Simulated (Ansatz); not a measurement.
Process, species as SMILES: P (PH3) → PH3+ (doublet, bonded as P) + e-
B3LYP-D3(BJ)/def2-TZVP geometries, fixed; electronic energies without zero-point terms.
Largest species:
```xyz
4

P      0.0029     0.0016     0.1282
H     -0.0038     1.1839    -0.6561
H      1.0120    -0.6137    -0.6568
H     -1.0521    -0.5944    -0.6098
```

Basis-set convergence of the adiabatic ionisation energy at wB97M-V with Ansatz (a quantum-chemistry and plane-wave program). Cartesian d functions, on some or all atoms, in 6-31G*, 6-31+G*, 6-311G**, 6-311+G**; all else is spherical. The program fits the integrals of some runs and decomposes those of others, by size. Open shells are unrestricted. The functional holds VV10 correlation; no added dispersion term, no relativity. Functions are those of the species that has most. Reference: the value in pcseg-4, 9.848 eV, itself unsure by roughly 0.002 eV (its mean distance from aug-pcseg-3, aug-cc-pV(Q+d)Z, cc-pV(5+d)Z). Deviations are taken from unrounded values.

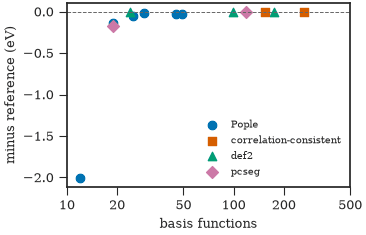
Figure. Deviation from the reference against the number of basis functions, by family of sets.

| basis | functions | adiabatic ionisation energy (eV) | minus reference (eV) |
|---|---|---|---|
| STO-3G | 12 | 7.838 | -2.010 |
| 3-21G | 19 | 9.712 | -0.136 |
| pcseg-0 | 19 | 9.679 | -0.169 |
| def2-SV(P) | 24 | 9.838 | -0.010 |
| 6-31G* | 25 | 9.794 | -0.054 |
| 6-31+G* | 29 | 9.830 | -0.018 |
| 6-311G** | 45 | 9.822 | -0.026 |
| 6-311+G** | 49 | 9.814 | -0.034 |
| def2-TZVPPD | 99 | 9.844 | -0.004 |
| aug-pcseg-2 | 119 | 9.841 | -0.007 |
| cc-pV(Q+d)Z | 154 | 9.847 | -0.001 |
| def2-QZVPPD | 175 | 9.848 | 0.000 |
| cc-pV(5+d)Z | 265 | 9.846 | -0.002 |
